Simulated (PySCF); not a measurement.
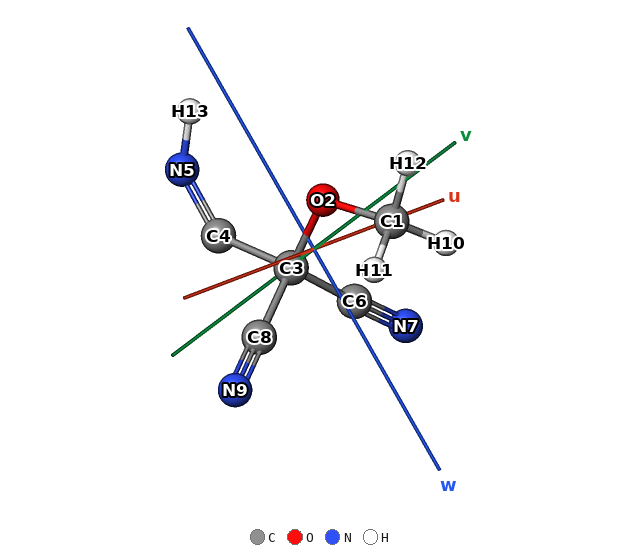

The lines u, v and w are the principal axes of the g tensor. The species is neutral and a spin doublet. The computed structure is the end point of a GFN2-xTB optimisation. No frequency run is at hand to confirm it as a minimum. Level of theory: UKS B3LYP, pcH-1 on C H N O, non-relativistic, mean-field spin-orbit, GIAO (PySCF 2.14.0).

Question: Along which axis does g lie farthest from the free-electron value?

Answer: Along w (nearly parallel to the C4–N5 bond): the shift is −2967 ppm.

Give the principal values and shifts.

| axis | g | shift (ppm) |
| --- | --- | --- |
| u | 2.00326 | 945 |
| v | 2.00217 | −153 |
| w | 1.99935 | −2967 |
